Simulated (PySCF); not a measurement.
Vertical excitations of a molecule H7NO2Si2 from TDA-PBE0/def2-SVPD run with PySCF, as energy in eV (oscillator strength): 6.85 (0.053), 7.42 (0.013), 7.62 (0.015), 7.72 (0.004), 7.79 (0.021), 8.06 (0.030), 8.16 (0.029), 8.31 (0.015), 8.32 (0.033), 8.43 (0.018). Lowest triplet (TDA): 6.53 eV. The structure is a stationary point at B3LYP-D3(BJ)/def2-SVP. The values are those of a single conformer.

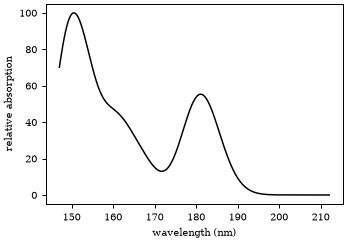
The lines broadened by 0.4 eV.

Task: Which molecule gave these data?
A) N[SiH2]O[SiH2]O
B) N[Si@@H](O)[SiH2]O
C) N[Si](O)(O)[SiH3]
D) N[Si@H](O)O[SiH3]

Result: D, N[Si@H](O)O[SiH3]
